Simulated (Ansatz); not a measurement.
# CHOSi (quartet): PBE, BLYP, r2SCAN, B97M-V, PBE0, B3LYP over vertical spin and charge gaps, def2-QZVPP, part 2 of 2

Ansatz 0.2.0, Gaussian basis; def2-QZVPP, all electrons in the functionals. The steps go on from the part before.

### Step 19. B97M-V, charge 0, sextet

Input file in.yaml:

```yaml
crystal:
  periodic: [false, false, false]
  atoms:
    - {symbol: O, position_ang: [0.000000, -0.313583, 1.598105]}
    - {symbol: C, position_ang: [0.000000, 0.436706, 0.668068]}
    - {symbol: Si, position_ang: [0.000000, -0.063363, -1.223700]}
    - {symbol: H, position_ang: [0.000000, 1.539364, 0.769440]}
basis:
  gaussian: {orbitals: "def2-QZVPP.json"}
magnetization: {spin_polarized: true, initial_magnetization: 5}
hamiltonian: {xc: {name: B97M-V}}
```

Run with:

```bash
$ ansatz run in.yaml --threads 1 --pin off --events-out ev --progress --plain --max-ram 2393MiB
```

The log of the run (excerpt; [...] marks lines left out):

```text
Functional definition: B97M-V
  name "B97M-V"
  cite "Mardirossian & Head-Gordon, J. Chem. Phys. 142, 074111 (2015) doi:10.1063/1.4907719"
  cite "Becke, J. Chem. Phys. 107, 8554 (1997) doi:10.1063/1.475007"
  cite "Vydrov & Van Voorhis, J. Chem. Phys. 133, 244103 (2010) doi:10.1063/1.3521275"
  # Of w^i u^j: cxij and so on, Table III.
[...]
  gx(w, u) = cx00 + cx01*u + cx02*u^2 + (cx10 + cx11*u)*w
[...]
  gos(w, u) = cos00 + cos01*u + cos03*u^3 + cos10*w + cos32*w^3*u^2
[...]
      + integral(e_c_pw_mod_opposite_spin*gos(b97_w_opposite, b97_u_opposite)) + vv10(b, c)
764 factors; their error is unknown
[...]
mean field -10967.79202228 eV, -403.0589225825 hartree, gradient 8.0e-6 eV, S^2 8.759093; 0 other end points of the search recorded, 0 dependent functions left out
reference -10967.79207933 eV, -403.0589246790 hartree; 17, 12 occupied and 197, 202 virtual orbitals, 764 factors
Total energy: -10967.79207933 eV, -403.0589246790 hartree
```

It took 24 s on 1 thread of Arm Neoverse V1, shared host; peak memory 0.34 GiB.

From the report: ⟨S²⟩ of the determinant 8.759 (pure sextet: 8.75).

From charge 0, quartet: +116.3 kcal/mol.

### Step 20. B97M-V, charge 1, triplet

Changes to in.yaml since step 19:

```diff
@@ -9,3 +9,4 @@
   gaussian: {orbitals: "def2-QZVPP.json"}
-magnetization: {spin_polarized: true, initial_magnetization: 5}
+total_charge: 1
+magnetization: {spin_polarized: true, initial_magnetization: 2}
 hamiltonian: {xc: {name: B97M-V}}
```

Same command.

The log of the run (excerpt; [...] marks lines left out):

```text
Functional definition: B97M-V
  name "B97M-V"
  cite "Mardirossian & Head-Gordon, J. Chem. Phys. 142, 074111 (2015) doi:10.1063/1.4907719"
  cite "Becke, J. Chem. Phys. 107, 8554 (1997) doi:10.1063/1.475007"
  cite "Vydrov & Van Voorhis, J. Chem. Phys. 133, 244103 (2010) doi:10.1063/1.3521275"
  # Of w^i u^j: cxij and so on, Table III.
[...]
  gx(w, u) = cx00 + cx01*u + cx02*u^2 + (cx10 + cx11*u)*w
[...]
  gos(w, u) = cos00 + cos01*u + cos03*u^3 + cos10*w + cos32*w^3*u^2
[...]
      + integral(e_c_pw_mod_opposite_spin*gos(b97_w_opposite, b97_u_opposite)) + vv10(b, c)
764 factors; their error is unknown
[...]
mean field -10965.17043930 eV, -402.9625811847 hartree, gradient 3.9e-6 eV, S^2 2.007611; 4 other end points of the search recorded, 0 dependent functions left out
reference -10965.17049880 eV, -402.9625833715 hartree; 15, 13 occupied and 199, 201 virtual orbitals, 764 factors
Total energy: -10965.17049880 eV, -402.9625833715 hartree
```

Run time: 53 s. Hardware: 1 thread of Arm Neoverse V1, shared host; peak memory 0.51 GiB.

From the report: ⟨S²⟩ of the determinant 2.008 (pure triplet: 2.00).

From charge 0, quartet: +176.8 kcal/mol.

### Step 21. B97M-V, charge 1, quintet

Changes to in.yaml since step 20:

```diff
@@ -10,3 +10,3 @@
 total_charge: 1
-magnetization: {spin_polarized: true, initial_magnetization: 2}
+magnetization: {spin_polarized: true, initial_magnetization: 4}
 hamiltonian: {xc: {name: B97M-V}}
```

Same command.

The log of the run (excerpt; [...] marks lines left out):

```text
Functional definition: B97M-V
  name "B97M-V"
  cite "Mardirossian & Head-Gordon, J. Chem. Phys. 142, 074111 (2015) doi:10.1063/1.4907719"
  cite "Becke, J. Chem. Phys. 107, 8554 (1997) doi:10.1063/1.475007"
  cite "Vydrov & Van Voorhis, J. Chem. Phys. 133, 244103 (2010) doi:10.1063/1.3521275"
  # Of w^i u^j: cxij and so on, Table III.
[...]
  gx(w, u) = cx00 + cx01*u + cx02*u^2 + (cx10 + cx11*u)*w
[...]
  gos(w, u) = cos00 + cos01*u + cos03*u^3 + cos10*w + cos32*w^3*u^2
[...]
      + integral(e_c_pw_mod_opposite_spin*gos(b97_w_opposite, b97_u_opposite)) + vv10(b, c)
764 factors; their error is unknown
[...]
mean field -10961.66605648 eV, -402.8337974915 hartree, gradient 2.7e-5 eV, S^2 6.007402; 0 other end points of the search recorded, 0 dependent functions left out
reference -10961.66612040 eV, -402.8337998406 hartree; 16, 12 occupied and 198, 202 virtual orbitals, 764 factors
Total energy: -10961.66612040 eV, -402.8337998406 hartree
```

Wall time 23 s (1 thread of Arm Neoverse V1, shared host); peak memory 0.34 GiB.

From the report: ⟨S²⟩ of the determinant 6.007 (pure quintet: 6.00).

From charge 0, quartet: +257.6 kcal/mol.

### Step 22. PBE0, charge 0, quartet

Changes to in.yaml since step 21:

```diff
@@ -9,4 +9,4 @@
   gaussian: {orbitals: "def2-QZVPP.json"}
-total_charge: 1
-magnetization: {spin_polarized: true, initial_magnetization: 4}
-hamiltonian: {xc: {name: B97M-V}}
+magnetization: {spin_polarized: true, initial_magnetization: 3}
+hamiltonian: {xc: {name: PBE0}}
+output: {orbitals: {seedname: orbitals}}
```

Launched as before.

The log of the run (excerpt; [...] marks lines left out):

```text
Functional definition: PBE0
  name "PBE0"
  cite "Adamo & Barone, J. Chem. Phys. 110, 6158 (1999) doi:10.1063/1.478522"
  cite "Perdew, Burke & Ernzerhof, Phys. Rev. Lett. 77, 3865 (1996) doi:10.1103/PhysRevLett.77.3865"
  parent pbe
[...]
784 factors; their error is unknown
[...]
mean field -10968.77030277 eV, -403.0948737272 hartree, gradient 8.1e-5 eV, S^2 3.757559; 2 other end points of the search recorded, 0 dependent functions left out
reference -10968.77033368 eV, -403.0948748630 hartree; 16, 13 occupied and 198, 201 virtual orbitals, 784 factors
Total energy: -10968.77033368 eV, -403.0948748630 hartree
```

It took 12 s on 1 thread of Arm Neoverse V1, shared host; peak memory 0.41 GiB.

From the report: ⟨S²⟩ of the determinant 3.758 (pure quartet: 3.75).

### Step 23. PBE0, charge 0, doublet

Changes to in.yaml since step 22:

```diff
@@ -9,3 +9,3 @@
   gaussian: {orbitals: "def2-QZVPP.json"}
-magnetization: {spin_polarized: true, initial_magnetization: 3}
+magnetization: {spin_polarized: true, initial_magnetization: 1}
 hamiltonian: {xc: {name: PBE0}}
```

Same command.

The log of the run (excerpt; [...] marks lines left out):

```text
Functional definition: PBE0
  name "PBE0"
  cite "Adamo & Barone, J. Chem. Phys. 110, 6158 (1999) doi:10.1063/1.478522"
  cite "Perdew, Burke & Ernzerhof, Phys. Rev. Lett. 77, 3865 (1996) doi:10.1103/PhysRevLett.77.3865"
  parent pbe
[...]
784 factors; their error is unknown
[...]
mean field -10969.60101250 eV, -403.1254017468 hartree, gradient 2.4e-5 eV, S^2 0.760154; 6 other end points of the search recorded, 0 dependent functions left out
reference -10969.60104146 eV, -403.1254028110 hartree; 15, 14 occupied and 199, 200 virtual orbitals, 784 factors
Total energy: -10969.60104146 eV, -403.1254028110 hartree
```

Wall time 27 s (1 thread of Arm Neoverse V1, shared host); peak memory 0.57 GiB.

From the report: ⟨S²⟩ of the determinant 0.760 (pure doublet: 0.75).

From charge 0, quartet: -19.2 kcal/mol.

### Step 24. PBE0, charge 0, sextet

Changes to in.yaml since step 23:

```diff
@@ -9,3 +9,3 @@
   gaussian: {orbitals: "def2-QZVPP.json"}
-magnetization: {spin_polarized: true, initial_magnetization: 1}
+magnetization: {spin_polarized: true, initial_magnetization: 5}
 hamiltonian: {xc: {name: PBE0}}
```

Launched as before.

The log of the run (excerpt; [...] marks lines left out):

```text
Functional definition: PBE0
  name "PBE0"
  cite "Adamo & Barone, J. Chem. Phys. 110, 6158 (1999) doi:10.1063/1.478522"
  cite "Perdew, Burke & Ernzerhof, Phys. Rev. Lett. 77, 3865 (1996) doi:10.1103/PhysRevLett.77.3865"
  parent pbe
[...]
784 factors; their error is unknown
[...]
mean field -10963.98892706 eV, -402.9191614109 hartree, gradient 1.4e-5 eV, S^2 8.757863; 0 other end points of the search recorded, 0 dependent functions left out
reference -10963.98895763 eV, -402.9191625344 hartree; 17, 12 occupied and 197, 202 virtual orbitals, 784 factors
Total energy: -10963.98895763 eV, -402.9191625344 hartree
```

Run time: 10 s. Hardware: 1 thread of Arm Neoverse V1, shared host; peak memory 0.41 GiB.

From the report: ⟨S²⟩ of the determinant 8.758 (pure sextet: 8.75).

From charge 0, quartet: +110.3 kcal/mol.

### Step 25. PBE0, charge 1, triplet

Changes to in.yaml since step 24:

```diff
@@ -9,3 +9,4 @@
   gaussian: {orbitals: "def2-QZVPP.json"}
-magnetization: {spin_polarized: true, initial_magnetization: 5}
+total_charge: 1
+magnetization: {spin_polarized: true, initial_magnetization: 2}
 hamiltonian: {xc: {name: PBE0}}
```

Same command.

The log of the run (excerpt; [...] marks lines left out):

```text
Functional definition: PBE0
  name "PBE0"
  cite "Adamo & Barone, J. Chem. Phys. 110, 6158 (1999) doi:10.1063/1.478522"
  cite "Perdew, Burke & Ernzerhof, Phys. Rev. Lett. 77, 3865 (1996) doi:10.1103/PhysRevLett.77.3865"
  parent pbe
[...]
784 factors; their error is unknown
[...]
mean field -10961.01225755 eV, -402.8097708241 hartree, gradient 2.5e-5 eV, S^2 2.012741; 1 other end points of the search recorded, 0 dependent functions left out
reference -10961.01228839 eV, -402.8097719575 hartree; 15, 13 occupied and 199, 201 virtual orbitals, 784 factors
Total energy: -10961.01228839 eV, -402.8097719575 hartree
```

Run time: 12 s. Hardware: 1 thread of Arm Neoverse V1, shared host; peak memory 0.41 GiB.

From the report: ⟨S²⟩ of the determinant 2.013 (pure triplet: 2.00).

From charge 0, quartet: +178.9 kcal/mol.

### Step 26. PBE0, charge 1, quintet

Changes to in.yaml since step 25:

```diff
@@ -10,3 +10,3 @@
 total_charge: 1
-magnetization: {spin_polarized: true, initial_magnetization: 2}
+magnetization: {spin_polarized: true, initial_magnetization: 4}
 hamiltonian: {xc: {name: PBE0}}
```

Launched as before.

The log of the run (excerpt; [...] marks lines left out):

```text
Functional definition: PBE0
  name "PBE0"
  cite "Adamo & Barone, J. Chem. Phys. 110, 6158 (1999) doi:10.1063/1.478522"
  cite "Perdew, Burke & Ernzerhof, Phys. Rev. Lett. 77, 3865 (1996) doi:10.1103/PhysRevLett.77.3865"
  parent pbe
[...]
784 factors; their error is unknown
[...]
mean field -10957.68033593 eV, -402.6873249630 hartree, gradient 1.8e-5 eV, S^2 6.009065; 0 other end points of the search recorded, 0 dependent functions left out
reference -10957.68037048 eV, -402.6873262327 hartree; 16, 12 occupied and 198, 202 virtual orbitals, 784 factors
Total energy: -10957.68037048 eV, -402.6873262327 hartree
```

It took 9 s on 1 thread of Arm Neoverse V1, shared host; peak memory 0.41 GiB.

From the report: ⟨S²⟩ of the determinant 6.009 (pure quintet: 6.00).

From charge 0, quartet: +255.7 kcal/mol.

### Step 27. B3LYP, charge 0, quartet

Changes to in.yaml since step 26:

```diff
@@ -9,5 +9,3 @@
   gaussian: {orbitals: "def2-QZVPP.json"}
-total_charge: 1
-magnetization: {spin_polarized: true, initial_magnetization: 4}
-hamiltonian: {xc: {name: PBE0}}
-output: {orbitals: {seedname: orbitals}}
+magnetization: {spin_polarized: true, initial_magnetization: 3}
+hamiltonian: {xc: {name: B3LYP}}
```

Same command.

The log of the run (excerpt; [...] marks lines left out):

```text
Functional definition: B3LYP
  name "B3LYP"
  cite "Stephens, Devlin, Chabalowski & Frisch, J. Phys. Chem. 98, 11623 (1994) doi:10.1021/j100096a001"
  cite "Becke, Phys. Rev. A 38, 3098 (1988) doi:10.1103/PhysRevA.38.3098"
  cite "Lee, Yang & Parr, Phys. Rev. B 37, 785 (1988) doi:10.1103/PhysRevB.37.785"
  cite "Vosko, Wilk & Nusair, Can. J. Phys. 58, 1200 (1980) doi:10.1139/p80-159"
[...]
779 factors; their error is unknown
[...]
mean field -10976.11477965 eV, -403.3647782744 hartree, gradient 1.9e-5 eV, S^2 3.756388; 0 other end points of the search recorded, 0 dependent functions left out
reference -10976.11498862 eV, -403.3647859537 hartree; 16, 13 occupied and 198, 201 virtual orbitals, 779 factors
Total energy: -10976.11498862 eV, -403.3647859537 hartree
```

Wall time 9.5 s (1 thread of Arm Neoverse V1, shared host); peak memory 0.41 GiB.

From the report: ⟨S²⟩ of the determinant 3.756 (pure quartet: 3.75).

### Step 28. B3LYP, charge 0, doublet

Changes to in.yaml since step 27:

```diff
@@ -9,3 +9,3 @@
   gaussian: {orbitals: "def2-QZVPP.json"}
-magnetization: {spin_polarized: true, initial_magnetization: 3}
+magnetization: {spin_polarized: true, initial_magnetization: 1}
 hamiltonian: {xc: {name: B3LYP}}
```

Launched as before.

The log of the run (excerpt; [...] marks lines left out):

```text
Functional definition: B3LYP
  name "B3LYP"
  cite "Stephens, Devlin, Chabalowski & Frisch, J. Phys. Chem. 98, 11623 (1994) doi:10.1021/j100096a001"
  cite "Becke, Phys. Rev. A 38, 3098 (1988) doi:10.1103/PhysRevA.38.3098"
  cite "Lee, Yang & Parr, Phys. Rev. B 37, 785 (1988) doi:10.1103/PhysRevB.37.785"
  cite "Vosko, Wilk & Nusair, Can. J. Phys. 58, 1200 (1980) doi:10.1139/p80-159"
[...]
779 factors; their error is unknown
[...]
mean field -10977.08249870 eV, -403.4003412934 hartree, gradient 9.3e-6 eV, S^2 0.756922; 4 other end points of the search recorded, 0 dependent functions left out
reference -10977.08271630 eV, -403.4003492902 hartree; 15, 14 occupied and 199, 200 virtual orbitals, 779 factors
Total energy: -10977.08271630 eV, -403.4003492902 hartree
```

It took 17 s on 1 thread of Arm Neoverse V1, shared host; peak memory 0.42 GiB.

From the report: ⟨S²⟩ of the determinant 0.757 (pure doublet: 0.75).

From charge 0, quartet: -22.3 kcal/mol.

### Step 29. B3LYP, charge 0, sextet

Changes to in.yaml since step 28:

```diff
@@ -9,3 +9,3 @@
   gaussian: {orbitals: "def2-QZVPP.json"}
-magnetization: {spin_polarized: true, initial_magnetization: 1}
+magnetization: {spin_polarized: true, initial_magnetization: 5}
 hamiltonian: {xc: {name: B3LYP}}
```

Same command.

The log of the run (excerpt; [...] marks lines left out):

```text
Functional definition: B3LYP
  name "B3LYP"
  cite "Stephens, Devlin, Chabalowski & Frisch, J. Phys. Chem. 98, 11623 (1994) doi:10.1021/j100096a001"
  cite "Becke, Phys. Rev. A 38, 3098 (1988) doi:10.1103/PhysRevA.38.3098"
  cite "Lee, Yang & Parr, Phys. Rev. B 37, 785 (1988) doi:10.1103/PhysRevB.37.785"
  cite "Vosko, Wilk & Nusair, Can. J. Phys. 58, 1200 (1980) doi:10.1139/p80-159"
[...]
779 factors; their error is unknown
[...]
mean field -10970.99367904 eV, -403.1765812980 hartree, gradient 5.5e-5 eV, S^2 8.757262; 0 other end points of the search recorded, 0 dependent functions left out
reference -10970.99388601 eV, -403.1765889043 hartree; 17, 12 occupied and 197, 202 virtual orbitals, 779 factors
Total energy: -10970.99388601 eV, -403.1765889043 hartree
```

It took 8.5 s on 1 thread of Arm Neoverse V1, shared host; peak memory 0.41 GiB.

From the report: ⟨S²⟩ of the determinant 8.757 (pure sextet: 8.75).

From charge 0, quartet: +118.1 kcal/mol.

### Step 30. B3LYP, charge 1, triplet

Changes to in.yaml since step 29:

```diff
@@ -9,3 +9,4 @@
   gaussian: {orbitals: "def2-QZVPP.json"}
-magnetization: {spin_polarized: true, initial_magnetization: 5}
+total_charge: 1
+magnetization: {spin_polarized: true, initial_magnetization: 2}
 hamiltonian: {xc: {name: B3LYP}}
```

The command is unchanged.

The log of the run (excerpt; [...] marks lines left out):

```text
Functional definition: B3LYP
  name "B3LYP"
  cite "Stephens, Devlin, Chabalowski & Frisch, J. Phys. Chem. 98, 11623 (1994) doi:10.1021/j100096a001"
  cite "Becke, Phys. Rev. A 38, 3098 (1988) doi:10.1103/PhysRevA.38.3098"
  cite "Lee, Yang & Parr, Phys. Rev. B 37, 785 (1988) doi:10.1103/PhysRevB.37.785"
  cite "Vosko, Wilk & Nusair, Can. J. Phys. 58, 1200 (1980) doi:10.1139/p80-159"
[...]
779 factors; their error is unknown
[...]
mean field -10968.46457090 eV, -403.0836382884 hartree, gradient 1.2e-5 eV, S^2 2.009978; 1 other end points of the search recorded, 0 dependent functions left out
reference -10968.46477872 eV, -403.0836459255 hartree; 15, 13 occupied and 199, 201 virtual orbitals, 779 factors
Total energy: -10968.46477872 eV, -403.0836459255 hartree
```

It took 13 s on 1 thread of Arm Neoverse V1, shared host; peak memory 0.41 GiB.

From the report: ⟨S²⟩ of the determinant 2.010 (pure triplet: 2.00).

From charge 0, quartet: +176.4 kcal/mol.

### Step 31. B3LYP, charge 1, quintet

Changes to in.yaml since step 30:

```diff
@@ -10,3 +10,3 @@
 total_charge: 1
-magnetization: {spin_polarized: true, initial_magnetization: 2}
+magnetization: {spin_polarized: true, initial_magnetization: 4}
 hamiltonian: {xc: {name: B3LYP}}
```

Same command.

The log of the run (excerpt; [...] marks lines left out):

```text
Functional definition: B3LYP
  name "B3LYP"
  cite "Stephens, Devlin, Chabalowski & Frisch, J. Phys. Chem. 98, 11623 (1994) doi:10.1021/j100096a001"
  cite "Becke, Phys. Rev. A 38, 3098 (1988) doi:10.1103/PhysRevA.38.3098"
  cite "Lee, Yang & Parr, Phys. Rev. B 37, 785 (1988) doi:10.1103/PhysRevB.37.785"
  cite "Vosko, Wilk & Nusair, Can. J. Phys. 58, 1200 (1980) doi:10.1139/p80-159"
[...]
779 factors; their error is unknown
[...]
mean field -10964.76998645 eV, -402.9478648139 hartree, gradient 1.7e-5 eV, S^2 6.007319; 0 other end points of the search recorded, 0 dependent functions left out
reference -10964.77019961 eV, -402.9478726474 hartree; 16, 12 occupied and 198, 202 virtual orbitals, 779 factors
Total energy: -10964.77019961 eV, -402.9478726474 hartree
```

It took 9.5 s on 1 thread of Arm Neoverse V1, shared host; peak memory 0.41 GiB.

From the report: ⟨S²⟩ of the determinant 6.007 (pure quintet: 6.00).

From charge 0, quartet: +261.6 kcal/mol.

### Step 32. Against the wave-function levels

No level is safe as a reference over these points; UCCSD(T) serves as a yardstick only. It and the other wave-function rows come from earlier runs at the same points. Energies in kcal/mol, counted from charge 0, quartet; blanks weren't run or aren't comparable.

| level | quartet to doublet | quartet to sextet | ionisation to the triplet cation | ionisation to the quintet cation |
| --- | --- | --- | --- | --- |
| UCCSD(T) | -23.6 | 114.2 | 178.6 | 256.9 |
| PBE | -15.6 | 118.8 | 178.5 | 259.9 |
| BLYP | -19.5 | 124.6 | 172.3 | 260.8 |
| r2SCAN | -14.4 | 107.7 | 180.7 | 251.5 |
| B97M-V | -20.8 | 116.3 | 176.8 | 257.6 |
| PBE0 | -19.2 | 110.3 | 178.9 | 255.7 |
| B3LYP | -22.3 | 118.1 | 176.4 | 261.6 |
| RHF | -21.5 | 73.9 | 166.3 | 211.2 |
| UHF | -23.4 | 68.6 | 159.7 | 207.0 |
| UMP2 | -18.8 | 119.3 | 190.1 | 263.3 |

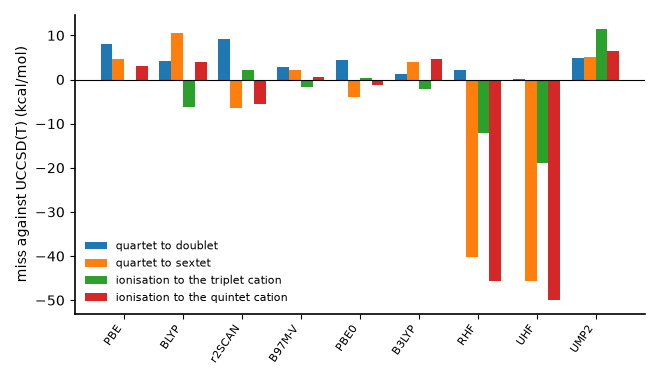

Misses of the gaps against UCCSD(T).

Largest miss and mean time a point (UCCSD(T) took 3.3 min a point; shared hosts):

| level | largest miss (kcal/mol) | where | time a point |
| --- | --- | --- | --- |
| PBE | +8.0 | quartet to doublet | 19 s |
| BLYP | +10.4 | quartet to sextet | 21 s |
| r2SCAN | +9.2 | quartet to doublet | 40 s |
| B97M-V | +2.8 | quartet to doublet | 54 s |
| PBE0 | +4.5 | quartet to doublet | 14 s |
| B3LYP | +4.7 | ionisation to the quintet cation | 11 s |
| RHF | -45.8 | ionisation to the quintet cation |  |
| UHF | -50.0 | ionisation to the quintet cation |  |
| UMP2 | +11.5 | ionisation to the triplet cation |  |

### Step 33. Outcome

The summary covers parts 1 to 2.

```
                                  quantity                                             value
              quartet to doublet, UCCSD(T)                                    -23.6 kcal/mol
               quartet to sextet, UCCSD(T)                                    114.2 kcal/mol
ionisation to the triplet cation, UCCSD(T)                                    178.6 kcal/mol
ionisation to the quintet cation, UCCSD(T)                                    256.9 kcal/mol
                         largest miss, PBE                +8.0 kcal/mol (quartet to doublet)
                        largest miss, BLYP                +10.4 kcal/mol (quartet to sextet)
                      largest miss, r2SCAN                +9.2 kcal/mol (quartet to doublet)
                      largest miss, B97M-V                +2.8 kcal/mol (quartet to doublet)
                        largest miss, PBE0                +4.5 kcal/mol (quartet to doublet)
                       largest miss, B3LYP  +4.7 kcal/mol (ionisation to the quintet cation)
```

**Reading.** Of the functionals, B97M-V keep the smallest largest miss at the points compared (at most 2.8 kcal/mol) and BLYP strays most (10.4 kcal/mol, at quartet to sextet). Functionals and the yardstick converge differently with the basis, so part of each miss in def2-QZVPP is the basis. The yardstick itself may be off where one determinant is a poor start.
